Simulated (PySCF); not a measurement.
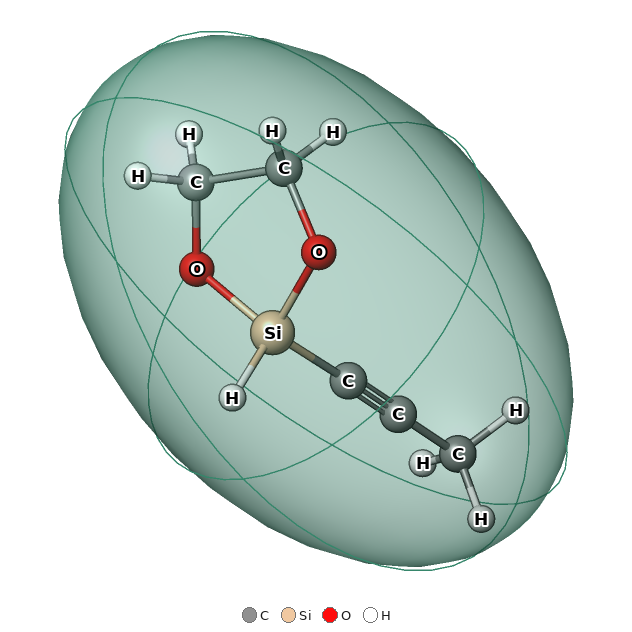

The ellipsoid shows the static dipole polarisability: its half-axes are proportional to the principal values. The geometry was computed by an optimisation with GFN2-xTB. No frequency run is at hand to confirm it as a minimum. Method: PBE0/def2-SVPD (PySCF 2.14.0).

### How large and how anisotropic is the polarisability?

Principal values 68.1, 74.1, 118.9 bohr³; mean 87.0 bohr³ (12.90 Å³); anisotropy 48.1 bohr³, so the longest axis is 1.75 times the shortest.

The geometry is semi-empirical. Around Si such bond lengths and angles can be off by a tenth of an ångström or more and by several degrees, and values that hang on the shape move with them.
